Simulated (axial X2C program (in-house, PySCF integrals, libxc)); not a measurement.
**MoN⁻: from the state search to constants**

Aim: find the lowest determinant of MoN⁻, scan the bond at several levels and fit the constants, once spin-free and once with spin–orbit coupling.

Program: an in-house X2C program for linear molecules on PySCF integrals. Level of theory: all-electron X2C, Mo dyall-acv3z, N dyall-av3z. These are calculated values, not measurements.

**1. Set-up**

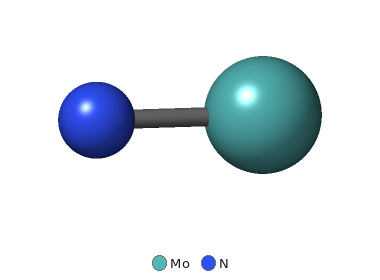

The two atoms at 1.810 Å (molybdenum teal, nitrogen blue).

task.json

```json
{
 "zs": [
  42,
  7
 ],
 "q": -1,
 "bas": [
  "dyall-acv3z",
  "dyall-av3z"
 ],
 "levels": [
  "PBE0",
  "HF",
  "LDA"
 ],
 "cc": true,
 "r0": 1.81,
 "thr": -1.0,
 "nmax": 90,
 "npts": 10,
 "nst": 2,
 "ntry": 6
}
```

Keys: zs atomic numbers; q charge; bas basis sets; levels methods (HF also brings MP2); cc coupled cluster on or off; r0 starting distance in Å; thr threshold in hartree for freezing inner shells (an s shell follows its p shell); nmax most natural virtual spinors; npts points asked for on the curve; nst determinants followed; ntry starts of the search.

On the command line:

```bash
> python so2c.py task.json out
```

Spin-free means the one-electron spin-free X2C Hamiltonian; two-component (2c) means X2C with spin–orbit coupling and atomic mean-field two-electron Coulomb and Gaunt terms. Basis: Mo dyall-acv3z contracted to [12s13p10d5f3g], N dyall-av3z contracted to [7s7p3d2f]; Gaussian nuclei, density fitting. Masses: Mo 97.905 u, N 14.003 u.

Notation: σ, π±, δ± give the projection m of an orbital's angular momentum (0, ±1, ±2), α and β its spin, Λ and M_S the sums; ω is the projection of a spinor's total angular momentum and Ω the sum. Logs are in hartree.

The results follow Hamiltonian by Hamiltonian and level by level.

**2. Which state to follow**

PBE0 moves the distance from 1.810 Å to 1.625 Å and compares determinants there.

Spin-free determinants:

```tsv
ΔE (eV)	state	open shells
0.00	M_S = 1, Λ = 0	beyond closed shells: δ+α, δ-α
0.51	M_S = 2, Λ = 1	beyond closed shells: σα, π+α, δ+α, δ-α
0.91	M_S = 2, Λ = 0	beyond closed shells: 2 × σα, δ+α, δ-α
0.95	M_S = 0, Λ = 0	beyond closed shells: δ+β, δ-α
1.01	M_S = 1, Λ = 1	beyond closed shells: σα, π+β, δ+α, δ-α
1.25	M_S = 1, Λ = 2	beyond closed shells: σα, δ+α, δ+β, δ-α
1.52	M_S = 0, Λ = 1	beyond closed shells: σβ, π+β, δ+α, δ-α
```

Two-component determinants:

| ΔE (eV) | state | open shells |
| --- | --- | --- |
| 0.00 | Ω = 1 | excess of +ω over −ω: ω = -3/2, ω = 5/2 |
| 0.54 | Ω = 3 | excess of +ω over −ω: ω = 1/2, ω = 5/2 |
| 0.80 | Ω = 0 | closed shell |
| 0.91 | Ω = 2 | excess of +ω over −ω: 2 × ω = 1/2, ω = -3/2, ω = 5/2 |
| 0.95 | Ω = 4 | excess of +ω over −ω: ω = 3/2, ω = 5/2 |
| 1.02 | Ω = 0 | excess of +ω over −ω: ω = -1/2, 2 × ω = 3/2, ω = -5/2 |
| 1.10 | Ω = 0 | closed shell |

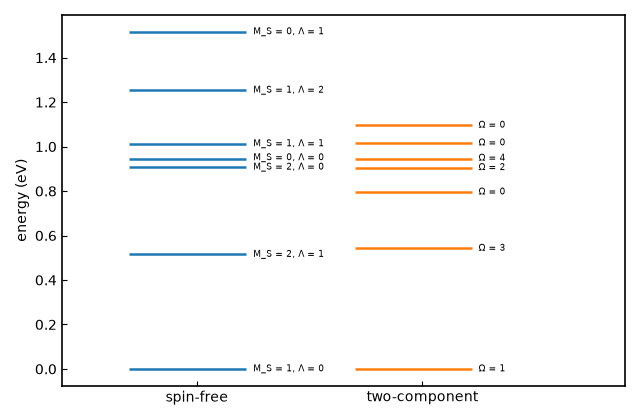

The determinants found, each set from its own lowest.

**3. PBE0, spin-free**

State followed: M_S = 1, Λ = 0 (beyond closed shells: δ+α, δ-α). The scan is laid around 1.625 Å, a first estimate of the minimum, and this SCF restarts from the orbitals of the search.

Output at 1.625 Å:

```text
spin-free X2C-1e  PBE0
basis functions 220  fitting functions 1022  grid points 5074
iter        total energy     max residual
   1      -4102.887748074     6.08e-05
   2      -4102.887748141     3.95e-05
   3      -4102.887748167     4.30e-05
   4      -4102.887748182     2.03e-05
   5      -4102.887748188     1.15e-05
converged
one-electron -5857.70760682  Coulomb 1790.46449532  exact exchange -32.28199848  xc functional -99.10300744  nuclear repulsion 95.74036924
```

Along the bond, energies from the lowest point:

```tsv
R (Å)	E (eV)	μ (D)	HOMO (eV)	LUMO (eV)	iterations
1.528	0.3011	2.03	0.47	1.73	58
1.576	0.0652	1.57	0.43	1.74	69
1.625	0.0000	1.16	0.39	1.75	5
1.682	0.0906	0.74	0.35	1.75	70
1.739	0.3115	0.40	0.32	1.76	57
1.812	0.7118	0.14	0.31	1.75	62
```

Dipoles are positive if N is the positive end and refer to the centre of mass.

Outer orbitals at the reference distance:

```
symmetry  occupied  ε (eV)             atomic character
      σβ       yes  -14.58  60% N s, 18% Mo d, 10% Mo p
      σα       yes  -14.16   59% N s, 20% Mo d, 9% Mo p
     π+α       yes   -3.95   47% N p, 46% Mo d, 2% Mo f
     π-α       yes   -3.95   47% N p, 46% Mo d, 2% Mo f
      σα       yes   -3.91    46% N p, 38% Mo d, 8% N s
     π+β       yes   -3.87   58% N p, 34% Mo d, 3% Mo f
     π-β       yes   -3.87   58% N p, 34% Mo d, 3% Mo f
      σβ       yes   -3.66    55% N p, 30% Mo d, 6% N s
     δ-α       yes   -1.55             96% Mo d, 2% N d
     δ+α       yes   -1.55             96% Mo d, 2% N d
      σα       yes   -0.38   58% Mo s, 19% N p, 9% Mo p
      σβ       yes    0.39   66% Mo s, 16% Mo p, 9% N p
     π-β        no    1.75                     99% Mo p
     π+β        no    1.75                     99% Mo p
      σβ        no    1.79            95% Mo p, 4% Mo s
     π+α        no    1.90                     99% Mo p
```

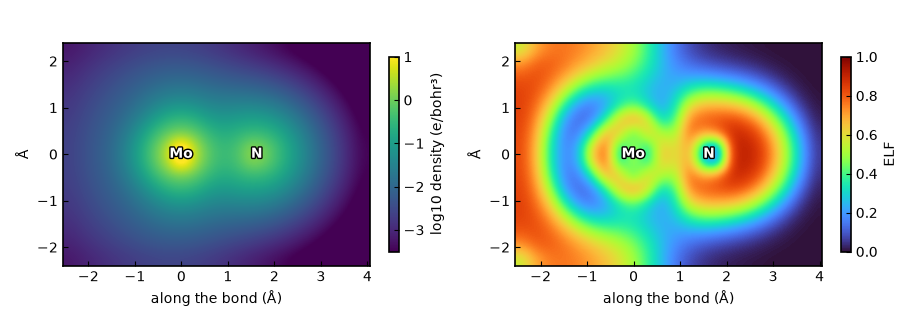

PBE0 fields in a plane through the axis, from a grid of 0.3 Å; Mo lies at z = 0 and N at z = 1.625 Å; the ELF is damped to zero where the density is low.

Re = 1.622 Å, ωe = 1127 cm⁻¹, Be = 0.5229 cm⁻¹, De = 5.57 eV, μ = 1.18 D.

**4. HF, spin-free**

The SCF at the reference distance of 1.625 Å:

```text
spin-free X2C-1e  HF
basis functions 220  fitting functions 1022  grid points 5074
iter        total energy     max residual
   1      -4100.630736194     3.93e-01
   2      -4100.657985292     2.35e-02
   3      -4100.661544634     1.27e-01
   4      -4100.667084186     3.23e-02
   5      -4100.669851163     2.08e-02
   6      -4100.673890648     6.00e-02
   7      -4100.675888602     4.41e-02
   8      -4100.677445042     3.07e-03
   9      -4100.677837191     9.67e-03
  10      -4100.678027359     7.34e-03
  11      -4100.678131500     1.49e-03
  12      -4100.678159860     1.03e-03
  13      -4100.678170835     1.16e-03
  14      -4100.678175736     4.50e-04
  15      -4100.678178462     2.07e-04
  16      -4100.678179979     4.04e-04
  17      -4100.678180768     2.53e-04
  18      -4100.678181072     4.58e-05
  19      -4100.678181177     5.36e-05
  20      -4100.678181216     4.92e-05
  21      -4100.678181229     1.46e-05
  22      -4100.678181232     4.36e-06
  23      -4100.678181233     5.62e-06
  24      -4100.678181233     2.33e-06
converged
one-electron -5854.83489858  Coulomb 1787.71410857  exact exchange -129.29776046  xc functional 0.00000000  nuclear repulsion 95.74036924
```

No constants are quoted: the lowest point is the long end of the scan.

**5. LDA, spin-free**

Output at 1.625 Å:

```text
spin-free X2C-1e  LDA
basis functions 220  fitting functions 1022  grid points 5074
iter        total energy     max residual
   1      -4098.143484309     7.69e-01
   2      -4098.152322065     2.44e-02
   3      -4098.155791911     2.97e-01
   4      -4098.158472846     1.13e-02
   5      -4098.158542449     8.73e-03
   6      -4098.158567000     4.13e-03
   7      -4098.158578832     5.77e-03
   8      -4098.158583375     3.95e-04
   9      -4098.158584355     8.55e-04
  10      -4098.158584773     1.91e-04
  11      -4098.158584864     2.79e-05
  12      -4098.158584882     8.95e-06
  13      -4098.158584885     2.88e-05
  14      -4098.158584886     4.70e-06
converged
one-electron -5857.78381105  Coulomb 1790.45680481  exact exchange 0.00000000  xc functional -126.57194789  nuclear repulsion 95.74036924
```

Re = 1.630 Å, ωe = 1118 cm⁻¹, Be = 0.5178 cm⁻¹, De = 7.72 eV, μ = 0.41 D.

**6. Correlated methods, spin-free**

Correlated methods: 12 electrons correlated (frozen shells, counted by type: Mo 4 s, 3 p, 1 d; N 1 s), 310 virtual spinors in MP2, 89 natural virtuals in coupled cluster.

Output of the correlated part at 1.625 Å:

```text
correlated 12  virtual 310  natural virtual 89  E(MP2) -0.375741247  MP2 remainder -0.025611065
iter   CCSD correlation   residual
   1     -0.322490853   2.66e-01
   2     -0.345693872   1.54e-01
   3     -0.362961319   9.24e-02
   4     -0.368032252   4.19e-02
   5     -0.370375448   1.91e-02
   6     -0.370862800   5.70e-03
   7     -0.370935574   2.39e-03
   8     -0.370941288   9.41e-04
   9     -0.370920679   4.12e-04
  10     -0.370925051   1.76e-04
  11     -0.370921144   7.90e-05
  12     -0.370921115   4.16e-05
  13     -0.370919275   2.45e-05
  14     -0.370917776   1.35e-05
  15     -0.370916943   7.01e-06
  16     -0.370916404   3.87e-06
  17     -0.370916194   1.97e-06
  18     -0.370916140   9.53e-07
  19     -0.370916091   4.98e-07
  20     -0.370916092   2.41e-07
(T) -0.023946626  T1 0.1404  D1 0.3391  max T2 0.145
```

T1 in the output is the amplitude norm over the root of the electron number; divide by √2 for the Lee–Taylor value.

MP2: No constants are quoted: the lowest point is the short end of the scan.

CCSD: No constants are quoted: the reference changes its character somewhere along the scan, so the fit is set aside.

CCSD(T): No constants are quoted: the reference changes its character somewhere along the scan, so the fit is set aside.

**7. A higher determinant, spin-free**

State: M_S = 2, Λ = 1 (beyond closed shells: σα, π+α, δ+α, δ-α).

Output at the reference distance:

```text
spin-free X2C-1e  PBE0
basis functions 220  fitting functions 1022  grid points 5074
iter        total energy     max residual
   1      -4102.868830950     2.70e-05
   2      -4102.868830957     3.15e-05
   3      -4102.868830964     1.96e-05
converged
one-electron -5857.15892547  Coulomb 1789.96783285  exact exchange -32.29559173  xc functional -99.12251585  nuclear repulsion 95.74036924
```

```tsv
R (Å)	E above the lowest PBE0 point (eV)
1.528	0.849
1.576	0.603
1.625	0.515
1.682	0.565
1.739	0.736
1.812	1.066
```

Re = 1.633 Å, ωe = 1045 cm⁻¹, Be = 0.5157 cm⁻¹, μ = -0.77 D. Te = 0.51 eV.

**8. The spin-free curves together**

Energy (eV) of the followed determinant, spin-free, from each level's lowest point:

```tsv
R (Å)	PBE0	HF (jumps)	MP2 (its reference jumps)	CCSD (its reference jumps)	CCSD(T) (its reference jumps)	LDA
1.528	0.301	0.815	0.000	0.273	0.280	0.352
1.576	0.065	0.563	0.069	0.042	0.039	0.089
1.625	0.000	0.390	0.476	0.000	0.000	0.000
1.682	0.091	0.234	1.069	0.114	0.124	0.068
1.739	0.311	0.111	1.602	0.345	0.366	0.277
1.812	0.712	0.000	2.138	0.741	0.786	0.689
```

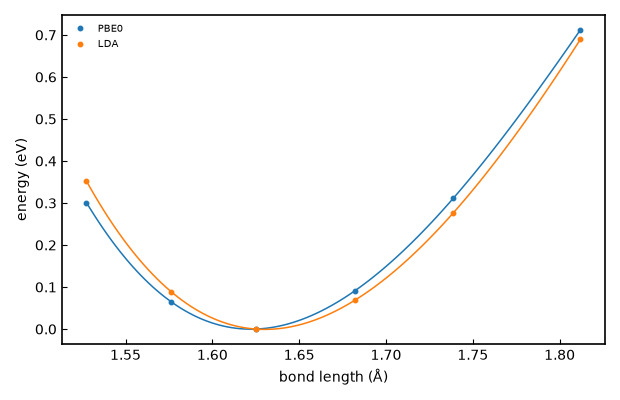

Curves of the followed state, spin-free, each from its own lowest point. Left out: HF, MP2, CCSD, CCSD(T).

**9. PBE0, 2c**

State followed: Ω = 1 (excess of +ω over −ω: ω = -3/2, ω = 5/2). The scan is laid around 1.625 Å, a first estimate of the minimum, and this SCF restarts from the orbitals of the search.

The SCF at the reference distance of 1.625 Å:

```text
two-component X2C + atomic mean field  PBE0
basis functions 220  fitting functions 1022  grid points 5074
iter        total energy     max residual
   1      -4101.280809965     5.79e-05
   2      -4101.280809985     2.87e-05
   3      -4101.280809993     2.98e-05
   4      -4101.280810000     2.86e-05
   5      -4101.280810002     4.42e-06
converged
one-electron -5853.41623929  Coulomb 1789.62117244  exact exchange -32.26702264  xc functional -99.05775384  nuclear repulsion 95.74036924  atomic mean-field constant -1.90133591
```

Along the bond, energies from the lowest point:

```tsv
R (Å)	E (eV)	μ (D)	HOMO (eV)	LUMO (eV)	iterations
1.528	0.2992	2.03	0.47	1.73	63
1.576	0.0644	1.58	0.43	1.74	74
1.625	0.0000	1.17	0.39	1.75	5
1.682	0.0914	0.75	0.35	1.75	72
1.739	0.3129	0.41	0.33	1.75	63
1.812	0.7136	0.15	0.31	1.75	69
```

Dipoles are positive if N is the positive end and refer to the centre of mass.

Outer spinors at the reference distance:

```csv
ω,occupied,ε (eV),atomic character,λ mixture
-3/2,yes,-34.89,"95% Mo p, 2% N f",100% π
-1/2,yes,-14.58,"60% N s, 18% Mo d, 10% Mo p",100% σ
1/2,yes,-14.16,"59% N s, 20% Mo d, 9% Mo p",100% σ
-1/2,yes,-3.98,"47% N p, 46% Mo d, 2% Mo f","98% π, 2% σ"
1/2,yes,-3.95,"50% N p, 37% Mo d, 5% N s","65% σ, 35% π"
3/2,yes,-3.93,"47% N p, 46% Mo d, 2% Mo f",100% π
1/2,yes,-3.86,"54% N p, 35% Mo d, 3% Mo p","65% π, 35% σ"
-3/2,yes,-3.85,"58% N p, 34% Mo d, 3% Mo f",100% π
-1/2,yes,-3.66,"55% N p, 30% Mo d, 6% N s","98% σ, 2% π"
-3/2,yes,-1.64,"96% Mo d, 2% N d",100% δ
5/2,yes,-1.47,"96% Mo d, 2% N d",100% δ
1/2,yes,-0.38,"58% Mo s, 19% N p, 9% Mo p",100% σ
-1/2,yes,0.39,"66% Mo s, 16% Mo p, 9% N p",100% σ
1/2,no,1.75,99% Mo p,100% π
-3/2,no,1.75,99% Mo p,100% π
-1/2,no,1.79,"94% Mo p, 4% Mo s",100% σ
-1/2,no,1.90,99% Mo p,100% π
```

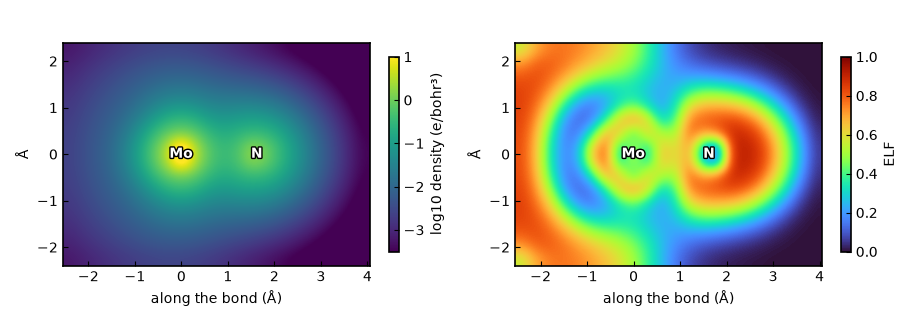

PBE0 fields in a plane through the axis, from a grid of 0.3 Å; Mo lies at z = 0 and N at z = 1.625 Å; the ELF is damped to zero where the density is low.

Re = 1.622 Å, ωe = 1127 cm⁻¹, Be = 0.5231 cm⁻¹, De = 5.57 eV, μ = 1.19 D.

**10. HF, 2c**

The SCF at the reference distance of 1.625 Å:

```text
two-component X2C + atomic mean field  HF
basis functions 220  fitting functions 1022  grid points 5074
iter        total energy     max residual
   1      -4099.024124085     3.92e-01
   2      -4099.051389752     2.32e-02
   3      -4099.054967530     1.27e-01
   4      -4099.060513196     3.23e-02
   5      -4099.063324459     2.11e-02
   6      -4099.067433397     6.08e-02
   7      -4099.069478487     4.48e-02
   8      -4099.071123852     3.09e-03
   9      -4099.071569719     1.06e-02
  10      -4099.071845174     9.02e-03
  11      -4099.072079688     2.36e-03
  12      -4099.072266460     3.46e-03
  13      -4099.072582345     9.77e-03
  14      -4099.073036192     1.65e-02
  15      -4099.073655873     1.46e-02
  16      -4099.075109592     7.52e-03
  17      -4099.075131001     1.09e-02
  18      -4099.075873065     1.64e-03
  19      -4099.076082645     2.44e-03
  20      -4099.076161922     1.89e-03
  21      -4099.076200138     5.83e-04
  22      -4099.076207123     4.35e-04
  23      -4099.076214434     3.33e-04
  24      -4099.076216607     1.13e-04
  25      -4099.076218290     1.52e-04
  26      -4099.076218928     1.37e-04
  27      -4099.076219225     4.44e-05
  28      -4099.076219337     3.06e-05
  29      -4099.076219399     4.36e-05
  30      -4099.076219428     2.01e-05
  31      -4099.076219439     6.85e-06
  32      -4099.076219443     9.58e-06
  33      -4099.076219444     4.82e-06
  34      -4099.076219445     1.84e-06
converged
one-electron -5851.65151984  Coulomb 1788.00543268  exact exchange -129.26916562  xc functional 0.00000000  nuclear repulsion 95.74036924  atomic mean-field constant -1.90133591
```

No constants are quoted: the lowest point is the long end of the scan.

**11. LDA, 2c**

Output at 1.625 Å:

```text
two-component X2C + atomic mean field  LDA
basis functions 220  fitting functions 1022  grid points 5074
iter        total energy     max residual
   1      -4096.538146908     7.69e-01
   2      -4096.547006983     2.31e-02
   3      -4096.550452374     2.96e-01
   4      -4096.553138107     1.11e-02
   5      -4096.553208126     8.84e-03
   6      -4096.553233648     4.08e-03
   7      -4096.553245937     5.85e-03
   8      -4096.553250590     3.71e-04
   9      -4096.553251597     8.87e-04
  10      -4096.553252018     2.07e-04
  11      -4096.553252112     2.46e-05
  12      -4096.553252130     8.47e-06
  13      -4096.553252134     3.04e-05
  14      -4096.553252135     4.14e-06
converged
one-electron -5853.49065915  Coulomb 1789.61158629  exact exchange 0.00000000  xc functional -126.51321260  nuclear repulsion 95.74036924  atomic mean-field constant -1.90133591
```

Re = 1.630 Å, ωe = 1118 cm⁻¹, Be = 0.5179 cm⁻¹, De = 7.72 eV, μ = 0.41 D.

**12. Correlated methods, 2c**

Correlated methods: 12 electrons correlated (frozen shells, counted by type: Mo 4 s, 3 p, 1 d; N 1 s), 310 virtual spinors in MP2, 90 natural virtuals in coupled cluster.

Output of the correlated part at 1.625 Å:

```text
correlated 12  virtual 310  natural virtual 90  E(MP2) -0.371430034  MP2 remainder -0.022279865
iter   CCSD correlation   residual
   1     -0.319692971   2.40e-01
   2     -0.340975871   1.30e-01
   3     -0.353878540   6.81e-02
   4     -0.358400839   3.44e-02
   5     -0.361019920   1.79e-02
   6     -0.361358373   7.78e-03
   7     -0.361537848   4.72e-03
   8     -0.361597892   2.73e-03
   9     -0.361507899   1.61e-03
  10     -0.361566046   7.24e-04
  11     -0.361532609   3.51e-04
  12     -0.361537224   1.59e-04
  13     -0.361533316   8.59e-05
  14     -0.361529664   4.58e-05
  15     -0.361528604   2.28e-05
  16     -0.361527495   1.31e-05
  17     -0.361526954   7.84e-06
  18     -0.361526764   5.37e-06
  19     -0.361526456   3.31e-06
  20     -0.361526496   1.95e-06
  21     -0.361526454   1.10e-06
  22     -0.361526459   6.26e-07
(T) -0.023169059  T1 0.1074  D1 0.1667  max T2 0.103
```

MP2: No constants are quoted: the lowest point is the short end of the scan.

CCSD: No constants are quoted: the reference changes its character somewhere along the scan, so the fit is set aside.

CCSD(T): No constants are quoted: the reference changes its character somewhere along the scan, so the fit is set aside.

**13. A higher determinant, 2c**

State: Ω = 3 (excess of +ω over −ω: ω = 1/2, ω = 5/2).

Output at the reference distance:

```text
two-component X2C + atomic mean field  PBE0
basis functions 220  fitting functions 1022  grid points 5074
iter        total energy     max residual
   1      -4101.260880965     6.42e-05
   2      -4101.260881013     4.04e-05
   3      -4101.260881081     1.01e-04
   4      -4101.260881110     1.10e-04
   5      -4101.260881117     1.54e-05
converged
one-electron -5852.71977721  Coulomb 1788.97418972  exact exchange -32.27961988  xc functional -99.07470707  nuclear repulsion 95.74036924  atomic mean-field constant -1.90133591
```

```tsv
R (Å)	E above the lowest PBE0 point (eV)
1.528	0.871
1.576	0.627
1.625	0.542
1.682	0.595
1.739	0.767
1.812	1.098
```

Re = 1.632 Å, ωe = 1045 cm⁻¹, Be = 0.5163 cm⁻¹, μ = -0.72 D. Te = 0.54 eV.

**14. The 2c curves together**

Energy (eV) of the followed determinant, 2c, from each level's lowest point:

```tsv
R (Å)	PBE0	HF (jumps)	MP2 (its reference jumps)	CCSD (its reference jumps)	CCSD(T) (its reference jumps)	LDA
1.528	0.299	0.726	0.000	0.274	0.276	0.351
1.576	0.064	0.474	0.052	0.084	0.080	0.089
1.625	0.000	0.284	0.324	0.000	0.000	0.000
1.682	0.091	0.154	0.856	0.117	0.135	0.069
1.739	0.313	0.066	1.365	0.322	0.358	0.278
1.812	0.714	0.000	1.914	0.633	0.682	0.690
```

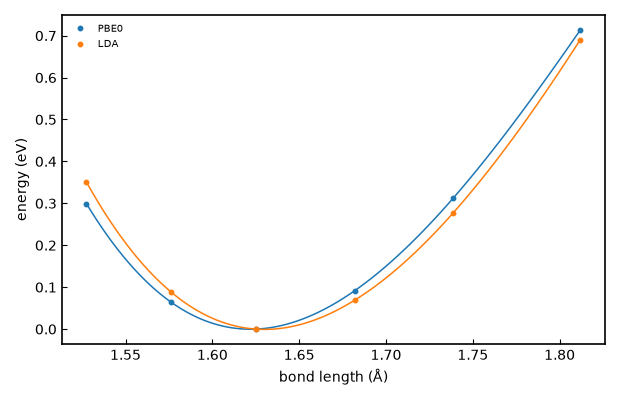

Curves of the followed state, 2c, each from its own lowest point. Left out: HF, MP2, CCSD, CCSD(T).

Time for the job: 4.8 min (1 thread of Arm Neoverse V1, shared host); peak memory 0.82 GiB.

**15. Constants**

Lowest determinant that the search found at its distance, spin-free: M_S = 1, Λ = 0 (beyond closed shells: δ+α, δ-α).

Lowest determinant that the search found at its distance, 2c: Ω = 1 (excess of +ω over −ω: ω = -3/2, ω = 5/2).

```tsv
Hamiltonian	level	Re (Å)	ωe (cm⁻¹)	De (eV)
spin-free	PBE0	1.622	1127	5.57
spin-free	LDA	1.630	1118	7.72
2c	PBE0	1.622	1127	5.57
2c	LDA	1.630	1118	7.72
```

No constants: spin-free HF (the lowest point is the long end of the scan); spin-free MP2 (the lowest point is the short end of the scan); spin-free CCSD (the reference changes its character somewhere along the scan, so the fit is set aside); spin-free CCSD(T) (the reference changes its character somewhere along the scan, so the fit is set aside); 2c HF (the lowest point is the long end of the scan); 2c MP2 (the lowest point is the short end of the scan); 2c CCSD (the reference changes its character somewhere along the scan, so the fit is set aside); 2c CCSD(T) (the reference changes its character somewhere along the scan, so the fit is set aside).

Time per point (s) on 1 thread of Arm Neoverse V1, shared host (2c runs); the times are rough: PBE0 3.7, LDA 1.3.

What this shows: At PBE0, going from spin-free to two-component changes Re by 0 mÅ, ωe by 0.0 %; the spin-free picture holds up (part of it comes from the scalar share of the two-electron terms). It costs about 1.5 times the time. De moves by 0.00 eV; both De rest on single-determinant atoms, which can miss part of an open shell's spin–orbit lowering. The highest occupied level is positive at the mean-field levels quoted, but negative in the Hartree–Fock runs, so self-interaction plays a part.

De refers to Mo- + N, each in the lowest determinant found, which need not be this curve's own limit. The state is a single determinant with fixed occupations, the lowest that a limited PBE0 search found. De is counted from the lowest determinant-based energies of the atoms at the same level, without counterpoise correction. Density functionals use the spin component along the axis (collinear). With several unpaired electrons one determinant need not be a pure state. The spin-free determinant is spin-contaminated at some levels.
